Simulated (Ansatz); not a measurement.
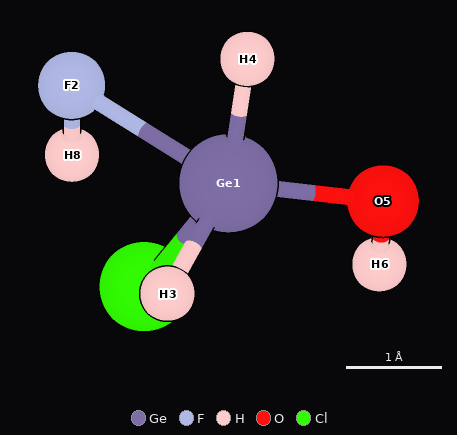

The input geometry (ball-and-stick view, seen at a tilt; atoms are numbered from 1 in the order of the input). Sticks mark near contacts.

## Run report: GeH₄ClOF, molecular dynamics (part 1 of 4)

- system: GeH₄ClOF
- method: RKS PBE/def2-SVP (Ansatz 0.2.0)

It belongs to a series of runs on one base structure; here: dynamics from the highest image of the converged band. Figures and captions count atoms from 1; the log counts them from 0 in places.

### The program's output
```
Engine: ansatz 0.2.0, aarch64-unknown-linux-gnu
Functional definition: PBE
  parameter kappa = 0.804
  parameter beta = 0.06672455060314922
  exchange = pbe_x(kappa = kappa, mu = beta*pi^2/3)
  correlation = pbe_c(beta = beta)
1069 factors; their error is unknown
mean field evaluation 1: about -73830.8538 eV, gradient 6.3e1 eV
mean field evaluation 2: about -73762.4790 eV, gradient 1.7e2 eV
mean field evaluation 4: about -73837.1091 eV, gradient 1.7e1 eV
mean field evaluation 8: about -73837.5416 eV, gradient 8.8e-2 eV
mean field evaluation 16: about -73837.4773 eV, gradient 1.6e-5 eV
mean field -73837.47729086 eV, -2713.4772415994 hartree, gradient 1.6e-5 eV, S^2 0.000000; 0 other end points of the search recorded, 0 dependent functions left out
the calculation of the forces begins
reference -73837.47732156 eV, -2713.4772427277 hartree; 35, 35 occupied and 63, 63 virtual orbitals, 1069 factors
md step     0: t =     0.00 fs  T =   300.0 K  F+E_penalty+E_count = -73837.47729086 eV  E_kin = 0.232668 eV  conserved = -73837.24462286 eV  (27 SCF iters)
these checks for a lower state are left out or cut short: starts, cluster_reference, orbital_swaps, neighbouring_geometries, increment
1069 factors; their error is unknown
mean field -73837.47444664 eV, -2713.4771370764 hartree, gradient 1.3e-5 eV, S^2 0.000000; 0 other end points of the search recorded, 0 dependent functions left out
the calculation of the forces begins
reference -73837.47447733 eV, -2713.4771382042 hartree; 35, 35 occupied and 63, 63 virtual orbitals, 1069 factors
md step     1: t =     0.50 fs  T =   296.4 K  F+E_penalty+E_count = -73837.47444664 eV  E_kin = 0.229841 eV  conserved = -73837.24460604 eV  (29 SCF iters)
[... from here on the SCF iterations and repeated set-up lines of each step are left out, up to the last step ...]
md step     2: t =     1.00 fs  T =   285.8 K  F+E_penalty+E_count = -73837.46623412 eV  E_kin = 0.221686 eV  conserved = -73837.24454783 eV  (29 SCF iters)
md step     3: t =     1.50 fs  T =   269.7 K  F+E_penalty+E_count = -73837.45359482 eV  E_kin = 0.209140 eV  conserved = -73837.24445521 eV  (29 SCF iters)
md step     4: t =     2.00 fs  T =   249.7 K  F+E_penalty+E_count = -73837.43800961 eV  E_kin = 0.193668 eV  conserved = -73837.24434197 eV  (29 SCF iters)
md step     5: t =     2.50 fs  T =   228.3 K  F+E_penalty+E_count = -73837.42127709 eV  E_kin = 0.177050 eV  conserved = -73837.24422710 eV  (29 SCF iters)
md step     6: t =     3.00 fs  T =   207.7 K  F+E_penalty+E_count = -73837.40521353 eV  E_kin = 0.161082 eV  conserved = -73837.24413123 eV  (29 SCF iters)
md step     7: t =     3.50 fs  T =   189.9 K  F+E_penalty+E_count = -73837.39133303 eV  E_kin = 0.147262 eV  conserved = -73837.24407112 eV  (29 SCF iters)
md step     8: t =     4.00 fs  T =   176.0 K  F+E_penalty+E_count = -73837.38058760 eV  E_kin = 0.136532 eV  conserved = -73837.24405514 eV  (29 SCF iters)
md step     9: t =     4.50 fs  T =   166.5 K  F+E_penalty+E_count = -73837.37323688 eV  E_kin = 0.129156 eV  conserved = -73837.24408093 eV  (29 SCF iters)
md step    10: t =     5.00 fs  T =   160.8 K  F+E_penalty+E_count = -73837.36888172 eV  E_kin = 0.124745 eV  conserved = -73837.24413690 eV  (29 SCF iters)
md step    11: t =     5.50 fs  T =   157.9 K  F+E_penalty+E_count = -73837.36664117 eV  E_kin = 0.122435 eV  conserved = -73837.24420630 eV  (29 SCF iters)
md step    12: t =     6.00 fs  T =   156.2 K  F+E_penalty+E_count = -73837.36540941 eV  E_kin = 0.121137 eV  conserved = -73837.24427278 eV  (29 SCF iters)
md step    13: t =     6.50 fs  T =   154.5 K  F+E_penalty+E_count = -73837.36411119 eV  E_kin = 0.119786 eV  conserved = -73837.24432486 eV  (29 SCF iters)
md step    14: t =     7.00 fs  T =   151.5 K  F+E_penalty+E_count = -73837.36188971 eV  E_kin = 0.117533 eV  conserved = -73837.24435678 eV  (29 SCF iters)
md step    15: t =     7.50 fs  T =   146.8 K  F+E_penalty+E_count = -73837.35820179 eV  E_kin = 0.113833 eV  conserved = -73837.24436894 eV  (29 SCF iters)
md step    16: t =     8.00 fs  T =   139.8 K  F+E_penalty+E_count = -73837.35282607 eV  E_kin = 0.108461 eV  conserved = -73837.24436495 eV  (29 SCF iters)
md step    17: t =     8.50 fs  T =   130.8 K  F+E_penalty+E_count = -73837.34582071 eV  E_kin = 0.101473 eV  conserved = -73837.24434806 eV  (29 SCF iters)
md step    18: t =     9.00 fs  T =   120.1 K  F+E_penalty+E_count = -73837.33747448 eV  E_kin = 0.093154 eV  conserved = -73837.24432033 eV  (28 SCF iters)
md step    19: t =     9.50 fs  T =   108.3 K  F+E_penalty+E_count = -73837.32827861 eV  E_kin = 0.083998 eV  conserved = -73837.24428081 eV  (29 SCF iters)
md step    20: t =    10.00 fs  T =    96.3 K  F+E_penalty+E_count = -73837.31893607 eV  E_kin = 0.074708 eV  conserved = -73837.24422854 eV  (29 SCF iters)
md step    21: t =    10.50 fs  T =    85.4 K  F+E_penalty+E_count = -73837.31038050 eV  E_kin = 0.066221 eV  conserved = -73837.24415974 eV  (29 SCF iters)
md step    22: t =    11.00 fs  T =    77.0 K  F+E_penalty+E_count = -73837.30378028 eV  E_kin = 0.059699 eV  conserved = -73837.24408111 eV  (29 SCF iters)
md step    23: t =    11.50 fs  T =    72.8 K  F+E_penalty+E_count = -73837.30043492 eV  E_kin = 0.056428 eV  conserved = -73837.24400643 eV  (29 SCF iters)
md step    24: t =    12.00 fs  T =    74.3 K  F+E_penalty+E_count = -73837.30154589 eV  E_kin = 0.057588 eV  conserved = -73837.24395798 eV  (29 SCF iters)
md step    25: t =    12.50 fs  T =    82.4 K  F+E_penalty+E_count = -73837.30787219 eV  E_kin = 0.063914 eV  conserved = -73837.24395862 eV  (29 SCF iters)
md step    26: t =    13.00 fs  T =    97.2 K  F+E_penalty+E_count = -73837.31938812 eV  E_kin = 0.075367 eV  conserved = -73837.24402067 eV  (29 SCF iters)
md step    27: t =    13.50 fs  T =   117.3 K  F+E_penalty+E_count = -73837.33510541 eV  E_kin = 0.090969 eV  conserved = -73837.24413649 eV  (29 SCF iters)
md step    28: t =    14.00 fs  T =   140.4 K  F+E_penalty+E_count = -73837.35318468 eV  E_kin = 0.108901 eV  conserved = -73837.24428390 eV  (29 SCF iters)
md step    29: t =    14.50 fs  T =   163.6 K  F+E_penalty+E_count = -73837.37130537 eV  E_kin = 0.126876 eV  conserved = -73837.24442944 eV  (29 SCF iters)
md step    30: t =    15.00 fs  T =   183.9 K  F+E_penalty+E_count = -73837.38717397 eV  E_kin = 0.142630 eV  conserved = -73837.24454375 eV  (29 SCF iters)
md step    31: t =    15.50 fs  T =   199.0 K  F+E_penalty+E_count = -73837.39898006 eV  E_kin = 0.154372 eV  conserved = -73837.24460852 eV  (29 SCF iters)
md step    32: t =    16.00 fs  T =   207.7 K  F+E_penalty+E_count = -73837.40568753 eV  E_kin = 0.161070 eV  conserved = -73837.24461796 eV  (29 SCF iters)
md step    33: t =    16.50 fs  T =   209.6 K  F+E_penalty+E_count = -73837.40713551 eV  E_kin = 0.162560 eV  conserved = -73837.24457580 eV  (29 SCF iters)
md step    34: t =    17.00 fs  T =   205.7 K  F+E_penalty+E_count = -73837.40398681 eV  E_kin = 0.159495 eV  conserved = -73837.24449143 eV  (29 SCF iters)
md step    35: t =    17.50 fs  T =   197.5 K  F+E_penalty+E_count = -73837.39757551 eV  E_kin = 0.153196 eV  conserved = -73837.24437933 eV  (29 SCF iters)
md step    36: t =    18.00 fs  T =   187.5 K  F+E_penalty+E_count = -73837.38968049 eV  E_kin = 0.145424 eV  conserved = -73837.24425654 eV  (29 SCF iters)
md step    37: t =    18.50 fs  T =   178.1 K  F+E_penalty+E_count = -73837.38224545 eV  E_kin = 0.138102 eV  conserved = -73837.24414327 eV  (29 SCF iters)
md step    38: t =    19.00 fs  T =   171.5 K  F+E_penalty+E_count = -73837.37705736 eV  E_kin = 0.132997 eV  conserved = -73837.24406007 eV  (28 SCF iters)
md step    39: t =    19.50 fs  T =   169.4 K  F+E_penalty+E_count = -73837.37542283 eV  E_kin = 0.131399 eV  conserved = -73837.24402427 eV  (29 SCF iters)
md step    40: t =    20.00 fs  T =   172.6 K  F+E_penalty+E_count = -73837.37790012 eV  E_kin = 0.133854 eV  conserved = -73837.24404564 eV  (29 SCF iters)
md step    41: t =    20.50 fs  T =   180.5 K  F+E_penalty+E_count = -73837.38415033 eV  E_kin = 0.140027 eV  conserved = -73837.24412335 eV  (29 SCF iters)
md step    42: t =    21.00 fs  T =   191.7 K  F+E_penalty+E_count = -73837.39295248 eV  E_kin = 0.148706 eV  conserved = -73837.24424641 eV  (29 SCF iters)
md step    43: t =    21.50 fs  T =   203.7 K  F+E_penalty+E_count = -73837.40238729 eV  E_kin = 0.157993 eV  conserved = -73837.24439386 eV  (29 SCF iters)
md step    44: t =    22.00 fs  T =   213.6 K  F+E_penalty+E_count = -73837.41017006 eV  E_kin = 0.165632 eV  conserved = -73837.24453839 eV  (29 SCF iters)
md step    45: t =    22.50 fs  T =   218.5 K  F+E_penalty+E_count = -73837.41408762 eV  E_kin = 0.169439 eV  conserved = -73837.24464900 eV  (29 SCF iters)
md step    46: t =    23.00 fs  T =   216.4 K  F+E_penalty+E_count = -73837.41249170 eV  E_kin = 0.167797 eV  conserved = -73837.24469464 eV  (29 SCF iters)
md step    47: t =    23.50 fs  T =   206.5 K  F+E_penalty+E_count = -73837.40477883 eV  E_kin = 0.160127 eV  conserved = -73837.24465193 eV  (29 SCF iters)
md step    48: t =    24.00 fs  T =   189.8 K  F+E_penalty+E_count = -73837.39173278 eV  E_kin = 0.147215 eV  conserved = -73837.24451749 eV  (29 SCF iters)
md step    49: t =    24.50 fs  T =   169.2 K  F+E_penalty+E_count = -73837.37554543 eV  E_kin = 0.131226 eV  conserved = -73837.24431943 eV  (29 SCF iters)
md step    50: t =    25.00 fs  T =   148.6 K  F+E_penalty+E_count = -73837.35935250 eV  E_kin = 0.115235 eV  conserved = -73837.24411789 eV  (29 SCF iters)
md step    51: t =    25.50 fs  T =   131.9 K  F+E_penalty+E_count = -73837.34630518 eV  E_kin = 0.102323 eV  conserved = -73837.24398215 eV  (29 SCF iters)
md step    52: t =    26.00 fs  T =   121.9 K  F+E_penalty+E_count = -73837.33851896 eV  E_kin = 0.094564 eV  conserved = -73837.24395537 eV  (29 SCF iters)
md step    53: t =    26.50 fs  T =   119.1 K  F+E_penalty+E_count = -73837.33642676 eV  E_kin = 0.092397 eV  conserved = -73837.24402968 eV  (29 SCF iters)
md step    54: t =    27.00 fs  T =   122.1 K  F+E_penalty+E_count = -73837.33888899 eV  E_kin = 0.094734 eV  conserved = -73837.24415478 eV  (28 SCF iters)
md step    55: t =    27.50 fs  T =   128.5 K  F+E_penalty+E_count = -73837.34393837 eV  E_kin = 0.099667 eV  conserved = -73837.24427156 eV  (29 SCF iters)
md step    56: t =    28.00 fs  T =   135.8 K  F+E_penalty+E_count = -73837.34967565 eV  E_kin = 0.105333 eV  conserved = -73837.24434309 eV  (29 SCF iters)
md step    57: t =    28.50 fs  T =   142.5 K  F+E_penalty+E_count = -73837.35485725 eV  E_kin = 0.110494 eV  conserved = -73837.24436315 eV  (29 SCF iters)
md step    58: t =    29.00 fs  T =   147.9 K  F+E_penalty+E_count = -73837.35902339 eV  E_kin = 0.114675 eV  conserved = -73837.24434796 eV  (28 SCF iters)
md step    59: t =    29.50 fs  T =   152.1 K  F+E_penalty+E_count = -73837.36228769 eV  E_kin = 0.117968 eV  conserved = -73837.24431940 eV  (29 SCF iters)
md step    60: t =    30.00 fs  T =   155.7 K  F+E_penalty+E_count = -73837.36501645 eV  E_kin = 0.120722 eV  conserved = -73837.24429488 eV  (29 SCF iters)
md step    61: t =    30.50 fs  T =   159.0 K  F+E_penalty+E_count = -73837.36756369 eV  E_kin = 0.123282 eV  conserved = -73837.24428154 eV  (29 SCF iters)
md step    62: t =    31.00 fs  T =   162.3 K  F+E_penalty+E_count = -73837.37014208 eV  E_kin = 0.125863 eV  conserved = -73837.24427912 eV  (30 SCF iters)
md step    63: t =    31.50 fs  T =   165.7 K  F+E_penalty+E_count = -73837.37281901 eV  E_kin = 0.128537 eV  conserved = -73837.24428154 eV  (30 SCF iters)
md step    64: t =    32.00 fs  T =   169.3 K  F+E_penalty+E_count = -73837.37559806 eV  E_kin = 0.131317 eV  conserved = -73837.24428115 eV  (30 SCF iters)
md step    65: t =    32.50 fs  T =   173.1 K  F+E_penalty+E_count = -73837.37852412 eV  E_kin = 0.134251 eV  conserved = -73837.24427317 eV  (28 SCF iters)
md step    66: t =    33.00 fs  T =   177.3 K  F+E_penalty+E_count = -73837.38175151 eV  E_kin = 0.137493 eV  conserved = -73837.24425818 eV  (29 SCF iters)
md step    67: t =    33.50 fs  T =   182.2 K  F+E_penalty+E_count = -73837.38553289 eV  E_kin = 0.141290 eV  conserved = -73837.24424292 eV  (29 SCF iters)
md step    68: t =    34.00 fs  T =   188.1 K  F+E_penalty+E_count = -73837.39011646 eV  E_kin = 0.145878 eV  conserved = -73837.24423865 eV  (29 SCF iters)
md step    69: t =    34.50 fs  T =   195.1 K  F+E_penalty+E_count = -73837.39558367 eV  E_kin = 0.151328 eV  conserved = -73837.24425563 eV  (29 SCF iters)
md step    70: t =    35.00 fs  T =   203.0 K  F+E_penalty+E_count = -73837.40170771 eV  E_kin = 0.157412 eV  conserved = -73837.24429600 eV  (29 SCF iters)
md step    71: t =    35.50 fs  T =   210.9 K  F+E_penalty+E_count = -73837.40793587 eV  E_kin = 0.163588 eV  conserved = -73837.24434831 eV  (29 SCF iters)
md step    72: t =    36.00 fs  T =   218.1 K  F+E_penalty+E_count = -73837.41356903 eV  E_kin = 0.169180 eV  conserved = -73837.24438949 eV  (29 SCF iters)
md step    73: t =    36.50 fs  T =   224.0 K  F+E_penalty+E_count = -73837.41810724 eV  E_kin = 0.173713 eV  conserved = -73837.24439470 eV  (28 SCF iters)
md step    74: t =    37.00 fs  T =   228.5 K  F+E_penalty+E_count = -73837.42159582 eV  E_kin = 0.177240 eV  conserved = -73837.24435606 eV  (28 SCF iters)
md step    75: t =    37.50 fs  T =   232.6 K  F+E_penalty+E_count = -73837.42471026 eV  E_kin = 0.180415 eV  conserved = -73837.24429498 eV  (28 SCF iters)
md step    76: t =    38.00 fs  T =   237.4 K  F+E_penalty+E_count = -73837.42841040 eV  E_kin = 0.184155 eV  conserved = -73837.24425585 eV  (29 SCF iters)
md step    77: t =    38.50 fs  T =   243.7 K  F+E_penalty+E_count = -73837.43327529 eV  E_kin = 0.188998 eV  conserved = -73837.24427757 eV  (29 SCF iters)
md step    78: t =    39.00 fs  T =   250.9 K  F+E_penalty+E_count = -73837.43893309 eV  E_kin = 0.194569 eV  conserved = -73837.24436415 eV  (28 SCF iters)
md step    79: t =    39.50 fs  T =   257.3 K  F+E_penalty+E_count = -73837.44401111 eV  E_kin = 0.199532 eV  conserved = -73837.24447863 eV  (29 SCF iters)
md step    80: t =    40.00 fs  T =   260.6 K  F+E_penalty+E_count = -73837.44668700 eV  E_kin = 0.202118 eV  conserved = -73837.24456861 eV  (28 SCF iters)
md step    81: t =    40.50 fs  T =   259.0 K  F+E_penalty+E_count = -73837.44549472 eV  E_kin = 0.200900 eV  conserved = -73837.24459425 eV  (28 SCF iters)
md step    82: t =    41.00 fs  T =   251.9 K  F+E_penalty+E_count = -73837.43993849 eV  E_kin = 0.195392 eV  conserved = -73837.24454691 eV  (29 SCF iters)
md step    83: t =    41.50 fs  T =   240.1 K  F+E_penalty+E_count = -73837.43065807 eV  E_kin = 0.186215 eV  conserved = -73837.24444293 eV  (29 SCF iters)
md step    84: t =    42.00 fs  T =   225.5 K  F+E_penalty+E_count = -73837.41920057 eV  E_kin = 0.174888 eV  conserved = -73837.24431245 eV  (29 SCF iters)
md step    85: t =    42.50 fs  T =   210.7 K  F+E_penalty+E_count = -73837.40758292 eV  E_kin = 0.163402 eV  conserved = -73837.24418134 eV  (29 SCF iters)
md step    86: t =    43.00 fs  T =   198.3 K  F+E_penalty+E_count = -73837.39785166 eV  E_kin = 0.153779 eV  conserved = -73837.24407309 eV  (29 SCF iters)
md step    87: t =    43.50 fs  T =   190.5 K  F+E_penalty+E_count = -73837.39171510 eV  E_kin = 0.147713 eV  conserved = -73837.24400252 eV  (29 SCF iters)
md step    88: t =    44.00 fs  T =   188.7 K  F+E_penalty+E_count = -73837.39029424 eV  E_kin = 0.146316 eV  conserved = -73837.24397840 eV  (30 SCF iters)
md step    89: t =    44.50 fs  T =   193.4 K  F+E_penalty+E_count = -73837.39397153 eV  E_kin = 0.149966 eV  conserved = -73837.24400517 eV  (30 SCF iters)
md step    90: t =    45.00 fs  T =   204.0 K  F+E_penalty+E_count = -73837.40231628 eV  E_kin = 0.158234 eV  conserved = -73837.24408235 eV  (29 SCF iters)
md step    91: t =    45.50 fs  T =   219.0 K  F+E_penalty+E_count = -73837.41408509 eV  E_kin = 0.169876 eV  conserved = -73837.24420874 eV  (29 SCF iters)
md step    92: t =    46.00 fs  T =   235.9 K  F+E_penalty+E_count = -73837.42729186 eV  E_kin = 0.182920 eV  conserved = -73837.24437201 eV  (29 SCF iters)
md step    93: t =    46.50 fs  T =   251.3 K  F+E_penalty+E_count = -73837.43941487 eV  E_kin = 0.194866 eV  conserved = -73837.24454918 eV  (29 SCF iters)
md step    94: t =    47.00 fs  T =   261.9 K  F+E_penalty+E_count = -73837.44778735 eV  E_kin = 0.203086 eV  conserved = -73837.24470088 eV  (29 SCF iters)
md step    95: t =    47.50 fs  T =   264.9 K  F+E_penalty+E_count = -73837.45022689 eV  E_kin = 0.205452 eV  conserved = -73837.24477443 eV  (29 SCF iters)
md step    96: t =    48.00 fs  T =   259.3 K  F+E_penalty+E_count = -73837.44584209 eV  E_kin = 0.201122 eV  conserved = -73837.24472012 eV  (29 SCF iters)
md step    97: t =    48.50 fs  T =   246.6 K  F+E_penalty+E_count = -73837.43574811 eV  E_kin = 0.191225 eV  conserved = -73837.24452351 eV  (29 SCF iters)
md step    98: t =    49.00 fs  T =   230.8 K  F+E_penalty+E_count = -73837.42320573 eV  E_kin = 0.178968 eV  conserved = -73837.24423776 eV  (28 SCF iters)
md step    99: t =    49.50 fs  T =   217.6 K  F+E_penalty+E_count = -73837.41274544 eV  E_kin = 0.168766 eV  conserved = -73837.24397941 eV  (29 SCF iters)
md step   100: t =    50.00 fs  T =   212.1 K  F+E_penalty+E_count = -73837.40839163 eV  E_kin = 0.164525 eV  conserved = -73837.24386712 eV  (29 SCF iters)
md step   101: t =    50.50 fs  T =   216.6 K  F+E_penalty+E_count = -73837.41190165 eV  E_kin = 0.167960 eV  conserved = -73837.24394138 eV  (29 SCF iters)
md step   102: t =    51.00 fs  T =   229.5 K  F+E_penalty+E_count = -73837.42216749 eV  E_kin = 0.178027 eV  conserved = -73837.24414028 eV  (28 SCF iters)
md step   103: t =    51.50 fs  T =   247.3 K  F+E_penalty+E_count = -73837.43612890 eV  E_kin = 0.191776 eV  conserved = -73837.24435242 eV  (28 SCF iters)
md step   104: t =    52.00 fs  T =   265.5 K  F+E_penalty+E_count = -73837.45043874 eV  E_kin = 0.205945 eV  conserved = -73837.24449337 eV  (29 SCF iters)
md step   105: t =    52.50 fs  T =   281.4 K  F+E_penalty+E_count = -73837.46278128 eV  E_kin = 0.218243 eV  conserved = -73837.24453802 eV  (29 SCF iters)
md step   106: t =    53.00 fs  T =   293.7 K  F+E_penalty+E_count = -73837.47231829 eV  E_kin = 0.227812 eV  conserved = -73837.24450677 eV  (29 SCF iters)
md step   107: t =    53.50 fs  T =   303.0 K  F+E_penalty+E_count = -73837.47942542 eV  E_kin = 0.234990 eV  conserved = -73837.24443585 eV  (29 SCF iters)
md step   108: t =    54.00 fs  T =   310.5 K  F+E_penalty+E_count = -73837.48514420 eV  E_kin = 0.240786 eV  conserved = -73837.24435806 eV  (29 SCF iters)
md step   109: t =    54.50 fs  T =   317.7 K  F+E_penalty+E_count = -73837.49065488 eV  E_kin = 0.246357 eV  conserved = -73837.24429755 eV  (29 SCF iters)
md step   110: t =    55.00 fs  T =   325.7 K  F+E_penalty+E_count = -73837.49687208 eV  E_kin = 0.252600 eV  conserved = -73837.24427190 eV  (29 SCF iters)
md step   111: t =    55.50 fs  T =   335.1 K  F+E_penalty+E_count = -73837.50415189 eV  E_kin = 0.259858 eV  conserved = -73837.24429430 eV  (29 SCF iters)
md step   112: t =    56.00 fs  T =   345.2 K  F+E_penalty+E_count = -73837.51209178 eV  E_kin = 0.267721 eV  conserved = -73837.24437050 eV  (29 SCF iters)
md step   113: t =    56.50 fs  T =   354.5 K  F+E_penalty+E_count = -73837.51946625 eV  E_kin = 0.274974 eV  conserved = -73837.24449183 eV  (29 SCF iters)
```
